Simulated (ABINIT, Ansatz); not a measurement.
# Au2S (Fm-3m): zone-centre phonons, part 2 of 3

Aim: the zone-centre modes of Au2S (Fm-3m).

ABINIT 10.8.3; DFT LDA, scalar-relativistic, plane waves, PseudoDojo norm-conserving pseudopotentials.

So far. Step 3 (Self-consistent run for the response): The cell stands at -1.0 GPa: the relaxation ran with a smoothed and higher cutoff, and the difference is a stress of the finite basis. Step 4 (Linear response at Γ): The acoustic modes at Γ come out as far as 3.6 cm⁻¹ from zero, where they should vanish, a small numerical error. The lowest optical mode is imaginary, 145i cm⁻¹, an instability at this level and on this k mesh. The relaxed cell has a = 6.036 Å (conventional setting).

The structure was built from a prototype and need not be the compound's stable phase.

## (5) Zone-centre analysis

anaddb reads the merged derivatives and imposes the acoustic sum rule.

anaddb.abi reads:

```
ddb_filepath "gamma_DDB"
output_file "anaddb.abo"
outdata_prefix "anaddb"
asr 1
chneut 1
enunit 2
eivec 1
nph1l 1
qph1l 0.0 0.0 0.0 1.0
```

mrgddb.in reads:

```
gamma_DDB
merged
2
dfpt_gammao_DDB
gso_DDB
```

The run is started by

```sh
> mrgddb < mrgddb.in > mrgddb.log
> OMP_NUM_THREADS=1 anaddb anaddb.abi > anaddb.log
```

anaddb.abo, the main output file:

```text
-outvars_anaddb: echo values of input variables ----------------------

 Miscellaneous information :
      enunit         2
       eivec         1
         asr         1
 First list of wavevector (reduced coord.) :
       nph1l         1
       qph1l
                     0.00000000E+00  0.00000000E+00  0.00000000E+00    1.000E+00

================================================================================

 read the DDB information and perform some checks

  ==== Info on the Cryst% object ====
 Real(R)+Recip(G) space primitive vectors, cartesian coordinates (Bohr,Bohr^-1):
 R(1)=  0.0000000  5.7035454  5.7035454  G(1)= -0.0876648  0.0876648  0.0876648
 R(2)=  5.7035454  0.0000000  5.7035454  G(2)=  0.0876648 -0.0876648  0.0876648
 R(3)=  5.7035454  5.7035454  0.0000000  G(3)=  0.0876648  0.0876648 -0.0876648
 Unit cell volume ucvol=  3.7107757E+02 bohr^3
 Angles (23,13,12)=  6.00000000E+01  6.00000000E+01  6.00000000E+01 degrees
 Time-reversal symmetry is present
 Reduced atomic positions [iatom, xred, symbol]:
    1)    0.0000000  0.0000000  0.0000000   S
    2)    0.2500000  0.2500000  0.2500000  Au
    3)    0.7500000  0.7500000  0.7500000  Au

 DDB file with 3 blocks has been read.

================================================================================

 Treat the first list of vectors

  Phonon wavevector (reduced coordinates) :  0.00000  0.00000  0.00000
 Phonon energies in Hartree :
  -6.621248E-04 -6.621248E-04 -6.621248E-04  2.485081E-08  2.490594E-08
   2.507059E-08  2.556432E-04  2.556432E-04  2.556432E-04
 Phonon energies in meV     :
- -1.801733E+01 -1.801733E+01 -1.801733E+01  6.762250E-04  6.777252E-04
-  6.822056E-04  6.956405E+00  6.956405E+00  6.956405E+00
 Phonon frequencies in cm-1    :
- -1.453196E+02 -1.453196E+02 -1.453196E+02  5.454122E-03  5.466222E-03
-  5.502359E-03  5.610719E+01  5.610719E+01  5.610719E+01
 Phonon frequencies in Thz     :
- -4.356572E+00 -4.356572E+00 -4.356572E+00  1.635105E-04  1.638732E-04
-  1.649566E-04  1.682051E+00  1.682051E+00  1.682051E+00
 Phonon energies in Kelvin  :
- -2.090825E+02 -2.090825E+02 -2.090825E+02  7.847265E-03  7.864674E-03
-  7.916667E-03  8.072573E+01  8.072573E+01  8.072573E+01

 Eigendisplacements
 (will be given, for each mode : in cartesian coordinates
   for each atom the real part of the displacement vector,
   then the imaginary part of the displacement vector - absolute values smaller than 1.0d-7 are set to zero)
  Mode number    1   Energy   -6.621248E-04
 Attention : low frequency mode.
   (Could be unstable or acoustic mode)
-  1  0.00000000E+00  0.00000000E+00 -3.97740504E-03
-     0.00000000E+00  0.00000000E+00  0.00000000E+00
-  2  0.00000000E+00  0.00000000E+00  3.23805081E-04
-     0.00000000E+00  0.00000000E+00  0.00000000E+00
-  3  0.00000000E+00  0.00000000E+00  3.23805081E-04
-     0.00000000E+00  0.00000000E+00  0.00000000E+00
  Mode number    2   Energy   -6.621248E-04
 Attention : low frequency mode.
   (Could be unstable or acoustic mode)
-  1  0.00000000E+00  3.97740504E-03  0.00000000E+00
-     0.00000000E+00  0.00000000E+00  0.00000000E+00
-  2  0.00000000E+00 -3.23805081E-04  0.00000000E+00
-     0.00000000E+00  0.00000000E+00  0.00000000E+00
-  3  0.00000000E+00 -3.23805081E-04  0.00000000E+00
-     0.00000000E+00  0.00000000E+00  0.00000000E+00
  Mode number    3   Energy   -6.621248E-04
 Attention : low frequency mode.
   (Could be unstable or acoustic mode)
-  1  3.97740504E-03  0.00000000E+00  0.00000000E+00
-     0.00000000E+00  0.00000000E+00  0.00000000E+00
-  2 -3.23805081E-04  0.00000000E+00  0.00000000E+00
-     0.00000000E+00  0.00000000E+00  0.00000000E+00
-  3 -3.23805081E-04  0.00000000E+00  0.00000000E+00
-     0.00000000E+00  0.00000000E+00  0.00000000E+00
  Mode number    4   Energy    2.485081E-08
 Attention : low frequency mode.
   (Could be unstable or acoustic mode)
-  1  0.00000000E+00  0.00000000E+00 -1.13493893E-03
-     0.00000000E+00  0.00000000E+00  0.00000000E+00
-  2  0.00000000E+00  0.00000000E+00 -1.13477821E-03
-     0.00000000E+00  0.00000000E+00  0.00000000E+00
-  3  0.00000000E+00  0.00000000E+00 -1.13477821E-03
-     0.00000000E+00  0.00000000E+00  0.00000000E+00
  Mode number    5   Energy    2.490594E-08
 Attention : low frequency mode.
   (Could be unstable or acoustic mode)
-  1  0.00000000E+00 -1.13493893E-03  0.00000000E+00
-     0.00000000E+00  0.00000000E+00  0.00000000E+00
-  2  0.00000000E+00 -1.13477821E-03  0.00000000E+00
-     0.00000000E+00  0.00000000E+00  0.00000000E+00
-  3  0.00000000E+00 -1.13477821E-03  0.00000000E+00
-     0.00000000E+00  0.00000000E+00  0.00000000E+00
  Mode number    6   Energy    2.507059E-08
 Attention : low frequency mode.
   (Could be unstable or acoustic mode)
-  1  1.13493893E-03  0.00000000E+00  0.00000000E+00
-     0.00000000E+00  0.00000000E+00  0.00000000E+00
-  2  1.13477821E-03  0.00000000E+00  0.00000000E+00
-     0.00000000E+00  0.00000000E+00  0.00000000E+00
-  3  1.13477821E-03  0.00000000E+00  0.00000000E+00
-     0.00000000E+00  0.00000000E+00  0.00000000E+00
  Mode number    7   Energy    2.556432E-04
-  1  0.00000000E+00  0.00000000E+00  0.00000000E+00
-     0.00000000E+00  0.00000000E+00  0.00000000E+00
-  2  0.00000000E+00  0.00000000E+00  1.18007259E-03
-     0.00000000E+00  0.00000000E+00  0.00000000E+00
-  3  0.00000000E+00  0.00000000E+00 -1.18007259E-03
-     0.00000000E+00  0.00000000E+00  0.00000000E+00
  Mode number    8   Energy    2.556432E-04
-  1  0.00000000E+00  0.00000000E+00  0.00000000E+00
-     0.00000000E+00  0.00000000E+00  0.00000000E+00
-  2  0.00000000E+00 -1.18007259E-03  0.00000000E+00
-     0.00000000E+00  0.00000000E+00  0.00000000E+00
-  3  0.00000000E+00  1.18007259E-03  0.00000000E+00
-     0.00000000E+00  0.00000000E+00  0.00000000E+00
  Mode number    9   Energy    2.556432E-04
-  1  0.00000000E+00  0.00000000E+00  0.00000000E+00
-     0.00000000E+00  0.00000000E+00  0.00000000E+00
-  2  1.18007259E-03  0.00000000E+00  0.00000000E+00
-     0.00000000E+00  0.00000000E+00  0.00000000E+00
-  3 -1.18007259E-03  0.00000000E+00  0.00000000E+00
-     0.00000000E+00  0.00000000E+00  0.00000000E+00

 Analysis of degeneracies and characters (maximum tolerance=1.00E-06 a.u.)
 For each vibration mode, or group of modes if degenerate,
 the characters are given for each symmetry operation (see the list in the log file).
 Symmetry characters of vibration mode #   1
       degenerate with vibration modes #   2 to    3
  3.0 -3.0 -1.0  1.0 -1.0  1.0 -1.0  1.0  1.0 -1.0 -1.0  1.0  1.0 -1.0 -1.0  1.0
  0.0 -0.0 -0.0  0.0  0.0 -0.0 -0.0  0.0  1.0 -1.0 -1.0  1.0 -1.0  1.0  1.0 -1.0
  0.0 -0.0  0.0 -0.0 -0.0  0.0 -0.0  0.0  1.0 -1.0  1.0 -1.0 -1.0  1.0 -1.0  1.0
 Symmetry characters of vibration mode #   4
       degenerate with vibration modes #   5 to    6
  3.0 -3.0 -1.0  1.0 -1.0  1.0 -1.0  1.0  1.0 -1.0 -1.0  1.0  1.0 -1.0 -1.0  1.0
 -0.0  0.0  0.0 -0.0 -0.0  0.0  0.0 -0.0  1.0 -1.0 -1.0  1.0 -1.0  1.0  1.0 -1.0
 -0.0  0.0 -0.0  0.0  0.0 -0.0  0.0 -0.0  1.0 -1.0  1.0 -1.0 -1.0  1.0 -1.0  1.0
 Symmetry characters of vibration mode #   7
       degenerate with vibration modes #   8 to    9
  3.0  3.0 -1.0 -1.0 -1.0 -1.0 -1.0 -1.0  1.0  1.0 -1.0 -1.0  1.0  1.0 -1.0 -1.0
 -0.0 -0.0  0.0  0.0 -0.0 -0.0  0.0  0.0  1.0  1.0 -1.0 -1.0 -1.0 -1.0  1.0  1.0
 -0.0 -0.0 -0.0 -0.0  0.0  0.0  0.0  0.0  1.0  1.0  1.0  1.0 -1.0 -1.0 -1.0 -1.0
-
```

It took 0.62 s on 1 thread of Intel Xeon 6975P-C (Granite Rapids), shared host.

This step gave:

```yaml
highest_optical_zone_centre_mode_no_lo_to_term: 56.11 cm⁻¹
```

No LO-TO term; unit eigenvectors of the mass-weighted matrix, from anaddb's displacements. Modes at Γ, with each element's share of the kinetic energy (negative means imaginary):

```csv
mode,frequency (cm⁻¹),symmetry,S %,Au %
1,-145.3,T1u,92,8
2,-145.3,T1u,92,8
3,-145.3,T1u,92,8
4,0.0,acoustic,8,92
5,0.0,acoustic,8,92
6,0.0,acoustic,8,92
7,56.1,T2g,0,100
8,56.1,T2g,0,100
9,56.1,T2g,0,100
```

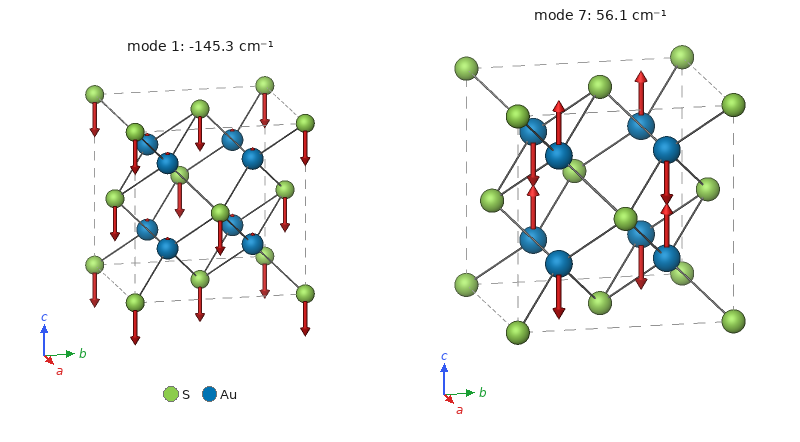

Displacement patterns of modes 1 and 7 at Γ; arrows are exaggerated. Some periodic images of atoms are drawn too.

The rule moves no optical mode by more than 0.2 cm⁻¹.

## (6) Sum rules set otherwise (asr 0)

Without the rule the raw error of the acoustic modes shows.

Edit anaddb.abi of step 5 so:

```diff
@@ -3,4 +3,4 @@
 outdata_prefix "anaddb"
-asr 1
-chneut 1
+asr 0
+chneut 0
 enunit 2
```

mrgddb.in is that of step 5.

anaddb.abo, the main output file:

```text
-outvars_anaddb: echo values of input variables ----------------------

 Miscellaneous information :
      enunit         2
       eivec         1
      chneut         0
 First list of wavevector (reduced coord.) :
       nph1l         1
       qph1l
                     0.00000000E+00  0.00000000E+00  0.00000000E+00    1.000E+00

================================================================================

 read the DDB information and perform some checks

  ==== Info on the Cryst% object ====
 Real(R)+Recip(G) space primitive vectors, cartesian coordinates (Bohr,Bohr^-1):
 R(1)=  0.0000000  5.7035454  5.7035454  G(1)= -0.0876648  0.0876648  0.0876648
 R(2)=  5.7035454  0.0000000  5.7035454  G(2)=  0.0876648 -0.0876648  0.0876648
 R(3)=  5.7035454  5.7035454  0.0000000  G(3)=  0.0876648  0.0876648 -0.0876648
 Unit cell volume ucvol=  3.7107757E+02 bohr^3
 Angles (23,13,12)=  6.00000000E+01  6.00000000E+01  6.00000000E+01 degrees
 Time-reversal symmetry is present
 Reduced atomic positions [iatom, xred, symbol]:
    1)    0.0000000  0.0000000  0.0000000   S
    2)    0.2500000  0.2500000  0.2500000  Au
    3)    0.7500000  0.7500000  0.7500000  Au

 DDB file with 3 blocks has been read.

================================================================================

 Treat the first list of vectors

  Phonon wavevector (reduced coordinates) :  0.00000  0.00000  0.00000
 Phonon energies in Hartree :
  -6.619184E-04 -6.619184E-04 -6.619184E-04 -1.648386E-05 -1.648386E-05
  -1.648386E-05  2.550163E-04  2.550163E-04  2.550163E-04
 Phonon energies in meV     :
- -1.801172E+01 -1.801172E+01 -1.801172E+01 -4.485487E-01 -4.485487E-01
- -4.485487E-01  6.939347E+00  6.939347E+00  6.939347E+00
 Phonon frequencies in cm-1    :
- -1.452743E+02 -1.452743E+02 -1.452743E+02 -3.617789E+00 -3.617789E+00
- -3.617789E+00  5.596961E+01  5.596961E+01  5.596961E+01
 Phonon frequencies in Thz     :
- -4.355214E+00 -4.355214E+00 -4.355214E+00 -1.084586E-01 -1.084586E-01
- -1.084586E-01  1.677927E+00  1.677927E+00  1.677927E+00
 Phonon energies in Kelvin  :
- -2.090173E+02 -2.090173E+02 -2.090173E+02 -5.205192E+00 -5.205192E+00
- -5.205192E+00  8.052778E+01  8.052778E+01  8.052778E+01

 Eigendisplacements
 (will be given, for each mode : in cartesian coordinates
   for each atom the real part of the displacement vector,
   then the imaginary part of the displacement vector - absolute values smaller than 1.0d-7 are set to zero)
  Mode number    1   Energy   -6.619184E-04
 Attention : low frequency mode.
   (Could be unstable or acoustic mode)
-  1  0.00000000E+00  4.41475582E-07 -3.97696574E-03
-     0.00000000E+00  0.00000000E+00  0.00000000E+00
-  2  0.00000000E+00  0.00000000E+00  3.24243970E-04
-     0.00000000E+00  0.00000000E+00  0.00000000E+00
-  3  0.00000000E+00  0.00000000E+00  3.24243970E-04
-     0.00000000E+00  0.00000000E+00  0.00000000E+00
  Mode number    2   Energy   -6.619184E-04
 Attention : low frequency mode.
   (Could be unstable or acoustic mode)
-  1  0.00000000E+00  3.97696574E-03  4.41476260E-07
-     0.00000000E+00  0.00000000E+00  0.00000000E+00
-  2  0.00000000E+00 -3.24243970E-04  0.00000000E+00
-     0.00000000E+00  0.00000000E+00  0.00000000E+00
-  3  0.00000000E+00 -3.24243970E-04  0.00000000E+00
-     0.00000000E+00  0.00000000E+00  0.00000000E+00
  Mode number    3   Energy   -6.619184E-04
 Attention : low frequency mode.
   (Could be unstable or acoustic mode)
-  1  3.97696577E-03  0.00000000E+00  0.00000000E+00
-     0.00000000E+00  0.00000000E+00  0.00000000E+00
-  2 -3.24243972E-04  0.00000000E+00  0.00000000E+00
-     0.00000000E+00  0.00000000E+00  0.00000000E+00
-  3 -3.24243972E-04  0.00000000E+00  0.00000000E+00
-     0.00000000E+00  0.00000000E+00  0.00000000E+00
  Mode number    4   Energy   -1.648386E-05
 Attention : low frequency mode.
   (Could be unstable or acoustic mode)
-  1  0.00000000E+00  0.00000000E+00 -1.13647724E-03
-     0.00000000E+00  0.00000000E+00  0.00000000E+00
-  2  0.00000000E+00  0.00000000E+00 -1.13465288E-03
-     0.00000000E+00  0.00000000E+00  0.00000000E+00
-  3  0.00000000E+00  0.00000000E+00 -1.13465288E-03
-     0.00000000E+00  0.00000000E+00  0.00000000E+00
  Mode number    5   Energy   -1.648386E-05
 Attention : low frequency mode.
   (Could be unstable or acoustic mode)
-  1  0.00000000E+00 -1.13647724E-03  0.00000000E+00
-     0.00000000E+00  0.00000000E+00  0.00000000E+00
-  2  0.00000000E+00 -1.13465288E-03  0.00000000E+00
-     0.00000000E+00  0.00000000E+00  0.00000000E+00
-  3  0.00000000E+00 -1.13465288E-03  0.00000000E+00
-     0.00000000E+00  0.00000000E+00  0.00000000E+00
  Mode number    6   Energy   -1.648386E-05
 Attention : low frequency mode.
   (Could be unstable or acoustic mode)
-  1  1.13647724E-03  0.00000000E+00  0.00000000E+00
-     0.00000000E+00  0.00000000E+00  0.00000000E+00
-  2  1.13465288E-03  0.00000000E+00  0.00000000E+00
-     0.00000000E+00  0.00000000E+00  0.00000000E+00
-  3  1.13465288E-03  0.00000000E+00  0.00000000E+00
-     0.00000000E+00  0.00000000E+00  0.00000000E+00
  Mode number    7   Energy    2.550163E-04
-  1  0.00000000E+00  0.00000000E+00  0.00000000E+00
-     0.00000000E+00  0.00000000E+00  0.00000000E+00
-  2  0.00000000E+00  0.00000000E+00 -1.18007259E-03
-     0.00000000E+00  0.00000000E+00  0.00000000E+00
-  3  0.00000000E+00  0.00000000E+00  1.18007259E-03
-     0.00000000E+00  0.00000000E+00  0.00000000E+00
  Mode number    8   Energy    2.550163E-04
-  1  0.00000000E+00  0.00000000E+00  0.00000000E+00
-     0.00000000E+00  0.00000000E+00  0.00000000E+00
-  2  0.00000000E+00 -1.18007259E-03  0.00000000E+00
-     0.00000000E+00  0.00000000E+00  0.00000000E+00
-  3  0.00000000E+00  1.18007259E-03  0.00000000E+00
-     0.00000000E+00  0.00000000E+00  0.00000000E+00
  Mode number    9   Energy    2.550163E-04
-  1  0.00000000E+00  0.00000000E+00  0.00000000E+00
-     0.00000000E+00  0.00000000E+00  0.00000000E+00
-  2  1.18007259E-03  0.00000000E+00  0.00000000E+00
-     0.00000000E+00  0.00000000E+00  0.00000000E+00
-  3 -1.18007259E-03  0.00000000E+00  0.00000000E+00
-     0.00000000E+00  0.00000000E+00  0.00000000E+00

 Analysis of degeneracies and characters (maximum tolerance=1.00E-06 a.u.)
 For each vibration mode, or group of modes if degenerate,
 the characters are given for each symmetry operation (see the list in the log file).
 Symmetry characters of vibration mode #   1
       degenerate with vibration modes #   2 to    3
  3.0 -3.0 -1.0  1.0 -1.0  1.0 -1.0  1.0  1.0 -1.0 -1.0  1.0  1.0 -1.0 -1.0  1.0
  0.0 -0.0 -0.0  0.0  0.0 -0.0 -0.0  0.0  1.0 -1.0 -1.0  1.0 -1.0  1.0  1.0 -1.0
  0.0 -0.0  0.0 -0.0 -0.0  0.0 -0.0  0.0  1.0 -1.0  1.0 -1.0 -1.0  1.0 -1.0  1.0
 Symmetry characters of vibration mode #   4
       degenerate with vibration modes #   5 to    6
  3.0 -3.0 -1.0  1.0 -1.0  1.0 -1.0  1.0  1.0 -1.0 -1.0  1.0  1.0 -1.0 -1.0  1.0
  0.0 -0.0 -0.0  0.0  0.0 -0.0 -0.0  0.0  1.0 -1.0 -1.0  1.0 -1.0  1.0  1.0 -1.0
  0.0 -0.0  0.0 -0.0 -0.0  0.0 -0.0  0.0  1.0 -1.0  1.0 -1.0 -1.0  1.0 -1.0  1.0
 Symmetry characters of vibration mode #   7
       degenerate with vibration modes #   8 to    9
  3.0  3.0 -1.0 -1.0 -1.0 -1.0 -1.0 -1.0  1.0  1.0 -1.0 -1.0  1.0  1.0 -1.0 -1.0
 -0.0 -0.0 -0.0 -0.0  0.0  0.0  0.0  0.0  1.0  1.0 -1.0 -1.0 -1.0 -1.0  1.0  1.0
 -0.0 -0.0  0.0  0.0  0.0  0.0  0.0  0.0  1.0  1.0  1.0  1.0 -1.0 -1.0 -1.0 -1.0
-
```

Elapsed: 0.59 s, on 1 thread.

Read from the output:

| Quantity | Value |
| --- | --- |
| highest optical zone-centre mode (no LO-TO term) | 55.97 cm⁻¹ |

Zone-centre frequencies as printed; negative means imaginary. Modes:

```csv
mode,frequency (cm⁻¹)
1,-145.3
2,-145.3
3,-145.3
4,-3.62
5,-3.62
6,-3.62
7,55.97
8,55.97
9,55.97
```

(Continued in part 3 of 3.)

[Host names and launcher messages were left out of these logs when they were recorded.]

[Logs are printed without paths, hosts, clocks, repeated set-up lines and the standing remarks that a program may print on its own settings, such as how far it seeks lower states.]

[Hosts, paths, dates, database ids (printed as entryN), source tags and the programs' standing remarks are cut or masked in the printed files.]
